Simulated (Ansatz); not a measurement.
Molecular dynamics of WH$_{6}$O (part 2 of 2)

Continued. System: WH$_{6}$O. Method: RKS PBE-D4/def2-SVP (Ansatz 0.2.0). One setting was made poor on purpose. It belongs to a series of runs on one base structure; here: dynamics from the start.

Geometry of the input (Å):
```
W  -0.2436  0.1769  -0.2219
H  -0.0574  -0.7167  1.1722
H  1.1519  0.4021  0.7128
H  0.4433  1.7482  -0.2436
O  -2.0355  0.2399  0.3425
H  -2.4427  -0.1543  1.1361
H  0.7940  -1.1626  -0.2417
H  -0.1072  -0.6598  -1.7127
```

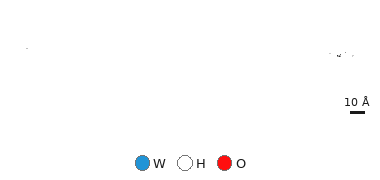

The geometry at step 26 of the log (ball-and-stick view, seen at a tilt).

Trajectory as extended XYZ, continued:
```
8
Properties=species:S:1:pos:R:3:forces:R:3 step=12 time_fs=48.0 energy=-3951.03870 temperature=346088.9
W    -0.2301    0.2210   -0.2984    2.9652  -3.5859   1.7205
H     0.9621   -1.1878    0.6779   -1.7625   1.5538  -0.9469
H    -0.9136    0.1219    1.2965    0.7778   0.2211  -0.1147
H     1.4713    0.1931    0.4369   -1.6605   0.5391  -0.2449
O    -0.1620    2.8973   -3.5770   -0.0452  -0.4028   0.5355
H   -35.3140  -49.6422   73.5875    0.0000   0.0000   0.0000
H    -1.5116   -0.7275    0.6967    1.2362   0.5223  -1.1871
H     0.9597   -1.1913   -0.7589   -1.5111   1.1524   0.2376
8
Properties=species:S:1:pos:R:3:forces:R:3 step=13 time_fs=52.0 energy=-3951.37002 temperature=343275.0
W    -0.2292    0.2284   -0.3127    4.2987  -2.5065   1.4560
H     0.6315   -1.2625    0.8681   -1.3880   1.9346  -1.3787
H    -0.8833    0.2643    1.2206    0.6717   0.1918   0.4671
H     1.3684    0.4798    0.7955   -2.0415  -0.0706  -1.2176
O     0.0658    3.1161   -3.9231   -0.0541  -0.2822   0.3709
H   -38.9183  -55.0421   81.5154    0.0000   0.0000   0.0000
H    -1.4557   -0.5798    0.4383   -0.5534  -0.6427  -0.2704
H     0.6224   -1.3059   -0.9374   -0.9335   1.3757   0.5726
8
Properties=species:S:1:pos:R:3:forces:R:3 step=14 time_fs=56.0 energy=-3952.58203 temperature=341243.3
W    -0.2246    0.2337   -0.3256    3.3822   2.1589   0.9243
H     0.0904   -1.0413    0.8514   -0.2217   1.0022  -1.0850
H    -0.7499    0.4362    1.2163   -0.1280  -0.2967   0.3510
H     0.9539    0.7550    0.9643   -0.9740  -0.4587  -1.1981
O     0.2902    3.3311   -4.2636   -0.0410  -0.1918   0.2473
H   -42.5077  -60.4241   89.4047    0.0000   0.0000   0.0000
H    -1.4851   -0.5337    0.1395   -2.1743  -1.2571   0.7022
H     0.1436   -1.2086   -1.0272    0.1569  -0.9568   0.0583
8
Properties=species:S:1:pos:R:3:forces:R:3 step=15 time_fs=60.0 energy=-3950.45210 temperature=337954.2
W    -0.2171    0.2405   -0.3374   -3.1424   5.2534  -8.0953
H    -0.4827   -0.6676    0.6768   -0.7812  -6.0913   5.9177
H    -0.6427    0.5665    1.2641   -1.0121   0.0753  -0.3368
H     0.3940    0.9652    0.9467    2.3475   0.1488   2.0146
O     0.5122    3.5442   -4.5998   -0.0251  -0.1189   0.1586
H   -46.0823  -65.7845   97.2581    0.0000   0.0000   0.0000
H    -1.8485   -0.6820   -0.0523    1.5533   1.6535  -0.2909
H    -0.3085   -1.2580   -1.1072    1.0600  -0.9208   0.6321
8
Properties=species:S:1:pos:R:3:forces:R:3 step=16 time_fs=64.0 energy=-3948.79394 temperature=336591.5
W    -0.2126    0.2516   -0.3560   -4.1218  -3.2382   1.2106
H    -1.1731   -1.2264    1.4075    1.1808   1.4049  -1.6198
H    -0.6891    0.7083    1.2594   -0.5889   0.3157  -0.0591
H     0.1982    1.1985    1.2367    0.5040  -1.1103  -0.4830
O     0.7329    3.7573   -4.9334   -0.0192  -0.0809   0.1139
H   -49.6462  -71.1197  105.0826    0.0000   0.0000   0.0000
H    -1.9714   -0.5785   -0.2874    1.8416   1.5264  -0.0703
H    -0.5995   -1.4448   -1.0891    1.2035   1.1825   0.9077
8
Properties=species:S:1:pos:R:3:forces:R:3 step=17 time_fs=68.0 energy=-3947.79098 temperature=332889.2
W    -0.2123    0.2601   -0.3737   -1.3154  -1.4259   1.2224
H    -1.6821   -1.5698    1.8847    0.5947   0.5822  -0.6692
H    -0.8210    0.8972    1.2465   -0.0001   0.2261  -0.3801
H     0.0833    1.2588    1.4511   -0.2800  -1.3642  -1.2164
O     0.9523    3.9690   -5.2650   -0.0141  -0.0578   0.0805
H   -53.1974  -76.4325  112.8828    0.0000   0.0000   0.0000
H    -1.8071   -0.2465   -0.5376   -0.0797   0.7008   0.1548
H    -0.7077   -1.4438   -0.9328    1.0946   1.3388   0.8081
8
Properties=species:S:1:pos:R:3:forces:R:3 step=18 time_fs=72.0 energy=-3947.44474 temperature=330353.2
W    -0.2136    0.2674   -0.3904    4.0206   2.5804   3.4604
H    -2.1001   -1.8254    2.2568    0.2974   0.2887  -0.3306
H    -0.9540    1.1212    1.1761    0.0797  -0.2645  -0.8174
H    -0.0771    1.1060    1.4760    0.0196  -0.7636  -1.1843
O     1.1708    4.1787   -5.5948   -0.0082  -0.0347   0.0489
H   -56.7334  -81.7264  120.6544    0.0000   0.0000   0.0000
H    -1.6547    0.1848   -0.7690   -4.1372   0.1046  -0.9775
H    -0.6490   -1.2345   -0.6550   -0.2720  -1.9109  -0.1995
8
Properties=species:S:1:pos:R:3:forces:R:3 step=19 time_fs=76.0 energy=-3947.36092 temperature=328058.2
W    -0.2116    0.2766   -0.4038   -3.4494   2.0650   1.0670
H    -2.4749   -2.0403    2.5740    0.1254   0.1286  -0.1444
H    -1.0760    1.3031    0.9786    0.4464  -0.8452  -1.4061
H    -0.2389    0.8338    1.3194    0.4030  -0.2926  -0.4768
O     1.3886    4.3872   -5.9222   -0.0029  -0.0209   0.0289
H   -60.2575  -86.9994  128.3963    0.0000   0.0000   0.0000
H    -2.1353    0.6269   -1.1527    2.5030  -0.2958   0.9203
H    -0.6364   -1.3179   -0.4064   -0.0254  -0.7391   0.0111
8
Properties=species:S:1:pos:R:3:forces:R:3 step=20 time_fs=80.0 energy=-3946.69760 temperature=325029.1
W    -0.2124    0.2873   -0.4160   -3.3663  -0.6605  -3.2493
H    -2.8302   -2.2338    2.8644    0.0498   0.0538  -0.0650
H    -1.1303    1.3535    0.5639    0.0686  -0.2312  -0.7872
H    -0.3355    0.5177    1.0939    0.3941  -0.0171   3.2770
O     1.6045    4.5938   -6.2472   -0.0016  -0.0150   0.0200
H   -63.7723  -92.2459  136.1123    0.0000   0.0000   0.0000
H    -2.2190    1.0198   -1.3950    2.4323  -0.8625   1.0232
H    -0.6319   -1.5160   -0.1546    0.4231   1.7325  -0.2186
8
Properties=species:S:1:pos:R:3:forces:R:3 step=21 time_fs=84.0 energy=-3946.82851 temperature=322966.6
W    -0.2160    0.2971   -0.4307   -0.2956  -3.1405  -0.6001
H    -3.1726   -2.4118    3.1461    0.0169   0.0208  -0.0289
H    -1.1716    1.3678    0.0299   -2.2492   2.5077   1.7972
H    -0.3692    0.2007    1.3758    0.1232   0.4228  -1.6166
O     1.8192    4.7989   -6.5702   -0.0022  -0.0123   0.0155
H   -67.2748  -97.4667  143.8039    0.0000   0.0000   0.0000
H    -1.9259    1.2797   -1.4801    2.1888  -1.3977   1.0444
H    -0.5583   -1.4489    0.0612    0.2180   1.5992  -0.6116
8
Properties=species:S:1:pos:R:3:forces:R:3 step=22 time_fs=88.0 energy=-3947.07534 temperature=320477.0
W    -0.2195    0.3038   -0.4460   -0.7053   3.2456   1.3417
H    -3.5065   -2.5827    3.4255    0.0096   0.0086  -0.0160
H    -1.5546    1.7692   -0.2290    1.5280  -1.6722   0.1280
H    -0.3833   -0.0489    1.4143   -0.0631   0.9993  -1.8879
O     2.0337    5.0022   -6.8920   -0.0033  -0.0105   0.0130
H   -70.7604 -102.6671  151.4676    0.0000   0.0000   0.0000
H    -1.3022    1.3294   -1.4042   -0.0595  -0.6699   0.2797
H    -0.4475   -1.1378    0.1832   -0.7064  -1.9009   0.1416
8
Properties=species:S:1:pos:R:3:forces:R:3 step=23 time_fs=92.0 energy=-3944.37287 temperature=317628.0
W    -0.2233    0.3129   -0.4604    5.9803  -4.2954   6.5892
H    -3.8357   -2.7515    3.7040    0.0064   0.0039  -0.0079
H    -1.7014    1.9153   -0.4702    1.7150  -1.9563   0.6522
H    -0.4066   -0.1395    1.1674   -0.5700   0.9342   0.4129
O     2.2485    5.2032   -7.2127   -0.0025  -0.0094   0.0112
H   -74.2349 -107.8491  159.0986    0.0000   0.0000   0.0000
H    -0.6899    1.2767   -1.2859   -5.5850   6.9868  -7.2484
H    -0.4481   -1.1166    0.3298   -1.5441  -1.6638  -0.4093
8
Properties=species:S:1:pos:R:3:forces:R:3 step=24 time_fs=96.0 energy=-3944.34089 temperature=319472.6
W    -0.2222    0.3189   -0.4696   -1.1326   1.0533  -3.1522
H    -4.1615   -2.9209    3.9822    0.0037   0.0023  -0.0037
H    -1.5862    1.7701   -0.6139    1.4715  -1.4092   0.0702
H    -0.5156   -0.0858    0.9813   -0.8101   0.0921   3.3543
O     2.4630    5.4026   -7.5321   -0.0003  -0.0049   0.0054
H   -77.7002 -113.0129  166.6977    0.0000   0.0000   0.0000
H    -0.9287    2.2932   -2.2789    0.1052  -1.2719   1.3194
H    -0.6893   -1.3476    0.4159    0.3627   1.5383  -1.5934
8
Properties=species:S:1:pos:R:3:forces:R:3 step=25 time_fs=100.0 energy=-3943.32199 temperature=315701.2
W    -0.2221    0.3263   -0.4816    1.4375  -4.8451   3.3630
H    -4.4840   -3.0916    4.2602    0.0014   0.0008  -0.0013
H    -1.2451    1.4136   -0.7500   -2.7819   2.6840  -0.5336
H    -0.7431   -0.0188    1.3042    0.6455   0.7260  -1.8756
O     2.6761    5.6013   -7.8503    0.0005  -0.0043   0.0046
H   -81.1496 -118.1572  174.2685    0.0000   0.0000   0.0000
H    -1.1477    3.1121   -3.0719    0.0991  -0.3944   0.2909
H    -0.8742   -1.3408    0.2564    0.5979   1.8332  -1.2480
8
Properties=species:S:1:pos:R:3:forces:R:3 step=26 time_fs=104.0 energy=-3943.68960 temperature=313131.4
W    -0.2211    0.3296   -0.4910   -0.3397   0.2674   2.4575
H    -4.8052   -3.2597    4.5372    0.0014   0.0005  -0.0011
H    -1.3282    1.4712   -0.9661   -0.2970   0.3775  -0.2949
H    -0.8725    0.1585    1.3335    0.9978   0.3522  -2.1581
O     2.8884    5.7986   -8.1668    0.0003  -0.0047   0.0051
H   -84.5853 -123.2823  181.8095    0.0000   0.0000   0.0000
H    -1.3496    3.8675   -3.8236    0.0253  -0.0972   0.0805
H    -0.9664   -1.0527   -0.0961   -0.3881  -0.8957  -0.0891
8
Properties=species:S:1:pos:R:3:forces:R:3 step=27 time_fs=108.0 energy=-3943.61019 temperature=310251.2
W    -0.2204    0.3332   -0.4984    0.3038   4.0194  -1.2960
H    -5.1221   -3.4276    4.8109    0.0019   0.0007  -0.0013
H    -1.4569    1.5864   -1.2250    1.4622  -1.2718   0.6411
H    -0.8501    0.3855    1.0248   -0.0365  -0.0453   0.5537
O     3.1008    5.9952   -8.4823    0.0004  -0.0048   0.0053
H   -88.0092 -128.3912  189.3120    0.0000   0.0000   0.0000
H    -1.5479    4.6019   -4.5638    0.0080  -0.0284   0.0279
H    -1.1178   -0.9057   -0.4565   -1.7399  -2.6698   0.0693
8
Properties=species:S:1:pos:R:3:forces:R:3 step=28 time_fs=112.0 energy=-3942.84391 temperature=307555.3
W    -0.2191    0.3407   -0.5071   -1.0882  -1.7131  -5.9555
H    -5.4289   -3.5980    5.0794    0.0018   0.0007  -0.0010
H    -1.3667    1.5036   -1.3875    1.2881  -0.9954   0.7764
H    -0.8322    0.6028    0.7990   -2.0123   0.9729   4.8186
O     3.3119    6.1928   -8.7974    0.0005  -0.0042   0.0051
H   -91.4196 -133.4784  196.7767    0.0000   0.0000   0.0000
H    -1.7506    5.3210   -5.3013    0.0014  -0.0065   0.0069
H    -1.5362   -1.1714   -0.8003    1.8088   1.7456   0.3495
8
Properties=species:S:1:pos:R:3:forces:R:3 step=29 time_fs=116.0 energy=-3942.13129 temperature=305250.3
W    -0.2183    0.3467   -0.5206   -2.1448  -2.6097   3.1609
H    -5.7292   -3.7668    5.3452    0.0012   0.0004  -0.0007
H    -1.0769    1.2657   -1.4315   -1.2088   1.5679  -1.5912
H    -1.1260    0.9700    1.3071    1.3455  -0.7935  -2.2637
O     3.5214    6.3914   -9.1119   -0.0004  -0.0037   0.0048
H   -94.8144 -138.5451  204.2108    0.0000   0.0000   0.0000
H    -1.9549    6.0315   -6.0335    0.0004  -0.0018   0.0021
H    -1.6762   -1.1700   -1.0849    2.0071   1.8404   0.6877
8
Properties=species:S:1:pos:R:3:forces:R:3 step=30 time_fs=120.0 energy=-3942.21640 temperature=302888.6
W    -0.2195    0.3502   -0.5313   -3.0920  -0.4210   1.3920
H    -6.0302   -3.9334    5.6089    0.0009   0.0003  -0.0006
H    -0.9686    1.2659   -1.7165    0.1696   0.0820  -0.0740
H    -1.2179    1.2168    1.4613    1.2675  -1.0149  -2.2190
O     3.7309    6.5895   -9.4261   -0.0006  -0.0030   0.0039
H   -98.1915 -143.5950  211.6177    0.0000   0.0000   0.0000
H    -2.1511    6.7376   -6.7572    0.0001  -0.0006   0.0007
H    -1.5094   -0.8937   -1.2590    1.6543   1.3573   0.8969
8
Properties=species:S:1:pos:R:3:forces:R:3 step=31 time_fs=124.0 energy=-3941.81106 temperature=300908.7
W    -0.2237    0.3533   -0.5408    3.5271   6.9721   5.4127
H    -6.3281   -4.1013    5.8690    0.0008   0.0003  -0.0006
H    -0.8401    1.2820   -2.0085    0.6800  -1.0160   1.3972
H    -1.1220    1.3092    1.2796    1.1385  -1.2643  -2.1988
O     3.9402    6.7872   -9.7394   -0.0005  -0.0024   0.0030
H  -101.5530 -148.6299  218.9982    0.0000   0.0000   0.0000
H    -2.3407    7.4424   -7.4745   -0.0001  -0.0002   0.0003
H    -1.0912   -0.4150   -1.2977   -5.3458  -4.6894  -4.6138
8
Properties=species:S:1:pos:R:3:forces:R:3 step=32 time_fs=128.0 energy=-3942.86740 temperature=300487.5
W    -0.2252    0.3624   -0.5457   -1.7638  -0.7008  -3.2295
H    -6.6197   -4.2720    6.1229    0.0007   0.0003  -0.0004
H    -0.6132    1.1436   -2.0799    0.4428  -0.4095   1.0580
H    -0.8564    1.2055    0.7666   -0.1486  -0.0428   0.1224
O     4.1490    6.9848  -10.0503   -0.0004  -0.0017   0.0025
H  -104.8991 -153.6523  226.3536    0.0000   0.0000   0.0000
H    -2.5308    8.1447   -8.1887   -0.0001  -0.0001   0.0002
H    -1.4926   -0.6586   -2.0454    1.4695   1.1545   2.0468
8
Properties=species:S:1:pos:R:3:forces:R:3 step=33 time_fs=132.0 energy=-3936.84879 temperature=304122.3
W    -0.2285    0.3707   -0.5536    8.0972 -18.3537 -18.5979
H    -6.9024   -4.4445    6.3721    0.0007   0.0004  -0.0004
H    -0.3214    0.9439   -1.9871    0.1244   0.9999  -2.2725
H    -0.6168    1.0924    0.2696   -9.2346  16.5255  19.1168
O     4.3568    7.1818  -10.3589   -0.0003  -0.0014   0.0022
H  -108.2313 -158.6591  233.6853    0.0000   0.0000   0.0000
H    -2.7205    8.8391   -8.8989   -0.0002   0.0000   0.0002
H    -1.6674   -0.7269   -2.4784    1.0128   0.8293   1.7516
8
Properties=species:S:1:pos:R:3:forces:R:3 step=34 time_fs=136.0 energy=-3937.11479 temperature=334279.9
W    -0.2250    0.3633   -0.5771   -1.1509  -0.2997  -2.7174
H    -7.1765   -4.6171    6.6222    0.0004   0.0001  -0.0003
H    -0.0124    0.8969   -2.2403   -0.0008  -0.2460   1.2050
H    -1.7915    3.5040    2.6931    0.0839  -0.1566  -0.1548
O     4.5619    7.3786  -10.6663   -0.0006  -0.0011   0.0017
H  -111.5505 -163.6457  240.9874    0.0000   0.0000   0.0000
H    -2.9053    9.5281   -9.6052    0.0001   0.0000   0.0000
H    -1.6862   -0.6661   -2.6452    1.0678   0.7033   1.6658
8
Properties=species:S:1:pos:R:3:forces:R:3 step=35 time_fs=140.0 energy=-3937.35539 temperature=331652.0
W    -0.2224    0.3555   -0.6031   -0.8431  -0.4204  -3.8162
H    -7.4496   -4.7874    6.8697    0.0007   0.0003  -0.0005
H     0.2968    0.8061   -2.3044   -0.3877  -0.3625   1.7915
H    -2.9512    5.8837    5.0855    0.0015  -0.0028  -0.0020
O     4.7650    7.5746  -10.9719   -0.0004  -0.0013   0.0019
H  -114.8562 -168.6091  248.2576    0.0000   0.0000   0.0000
H    -3.0900   10.2111  -10.3098   -0.0002   0.0000   0.0001
H    -1.5412   -0.5005   -2.5565    1.2292   0.7867   2.0251
8
Properties=species:S:1:pos:R:3:forces:R:3 step=36 time_fs=144.0 energy=-3939.17322 temperature=330580.8
W    -0.2208    0.3472   -0.6322   -1.0968  -0.6499  -2.2392
H    -7.7226   -4.9582    7.1150    0.0008   0.0004  -0.0006
H     0.5479    0.6556   -2.0950    0.0250   0.0267   0.3120
H    -4.1107    8.2578    7.4693    0.0004  -0.0008  -0.0005
O     4.9684    7.7699  -11.2758   -0.0004  -0.0014   0.0021
H  -118.1476 -173.5513  255.4987    0.0000   0.0000   0.0000
H    -3.2769   10.8857  -11.0091   -0.0003   0.0000   0.0001
H    -1.2124   -0.2196   -2.1570    1.0714   0.6250   1.9262
8
Properties=species:S:1:pos:R:3:forces:R:3 step=37 time_fs=148.0 energy=-3926.50506 temperature=376335.3
W    -0.2205    0.3380   -0.6631   31.3179  11.7906  55.9232
H    -7.9920   -5.1276    7.3579    0.0007   0.0004  -0.0006
H     0.8053    0.5086   -1.8396    0.9721   0.0874  -2.1404
H    -5.2698   10.6262    9.8425    0.0001  -0.0003  -0.0002
O     5.1712    7.9644  -11.5779   -0.0005  -0.0014   0.0020
H  -121.4249 -178.4773  262.7098    0.0000   0.0000   0.0000
H    -3.4611   11.5538  -11.7051   -0.0003   0.0000   0.0001
H    -0.7233    0.1554   -1.4679  -32.2899 -11.8767 -53.7841
8
Properties=species:S:1:pos:R:3:forces:R:3 step=38 time_fs=152.0 energy=-3934.86788 temperature=571331.2
W    -0.1940    0.3383   -0.6471    1.6074   0.0458  -1.4481
H    -8.2614   -5.2946    7.5956    0.0004   0.0003  -0.0004
H     1.2135    0.3771   -1.9123   -1.6073  -0.0449   1.4460
H    -6.4306   12.9904   12.2034    0.0000  -0.0001  -0.0001
O     5.3731    8.1579  -11.8785   -0.0005  -0.0010   0.0016
H  -124.6856 -183.3895  269.8942    0.0000   0.0000   0.0000
H    -3.6447   12.2197  -12.3986   -0.0001   0.0000   0.0000
H    -5.1699   -1.2827   -9.0051    0.0002   0.0000   0.0009
8
Properties=species:S:1:pos:R:3:forces:R:3 step=39 time_fs=156.0 energy=-3934.81743 temperature=566019.0
W    -0.1664    0.3386   -0.6323    1.8282  -0.1114  -1.3452
H    -8.5271   -5.4627    7.8350    0.0004   0.0003  -0.0004
H     1.3741    0.2435   -1.7642   -1.8278   0.1123   1.3438
H    -7.5861   15.3522   14.5471    0.0000  -0.0001   0.0000
O     5.5733    8.3491  -12.1779   -0.0006  -0.0011   0.0016
H  -127.9258 -188.2864  277.0514    0.0000   0.0000   0.0000
H    -3.8290   12.8819  -13.0862   -0.0001   0.0000   0.0000
H    -9.5966   -2.7154  -16.5120    0.0000   0.0000   0.0001
8
Properties=species:S:1:pos:R:3:forces:R:3 step=40 time_fs=160.0 energy=-3935.10654 temperature=562409.0
W    -0.1377    0.3390   -0.6185   -0.9083   0.1380   0.5164
H    -8.7895   -5.6330    8.0738    0.0003   0.0003  -0.0003
H     1.2535    0.1299   -1.4121    0.9087  -0.1371  -0.5178
H    -8.7329   17.7101   16.8738    0.0000   0.0000   0.0000
O     5.7733    8.5383  -12.4747   -0.0006  -0.0011   0.0016
H  -131.1468 -193.1675  284.1803    0.0000   0.0000   0.0000
H    -4.0087   13.5390  -13.7701   -0.0001   0.0000   0.0000
H   -14.0080   -4.1486  -23.9899    0.0000   0.0000   0.0000
```

Summary:

- outcome: finished
- mean temperature over the second half: 354213 K
- trajectory: 40 steps, 160 fs
- ensemble: nvt_langevin
- temperature in the input: 200.0 K
- time step: 4.0 fs
- potential energy (last step): −3935.1067 eV
- mean-field energy (last step): −3935.0912 eV
- largest force (length of the vector) (last step): 1.055 eV/Å
- wall time: 39 min
- peak memory: 0.15 GiB

Notes:

A deliberately poor setting: time step. So short a trajectory is not equilibrated. The logged temperature at the start can lie below the typed one, since it is counted over all degrees of freedom. The temperature stays far from the 200 K of the thermostat over the second half: the run isn't equilibrated. The integration failed: the conserved energy drifts or the temperature runs away, so the later frames and the averages aren't results; the time step is too long for this system.
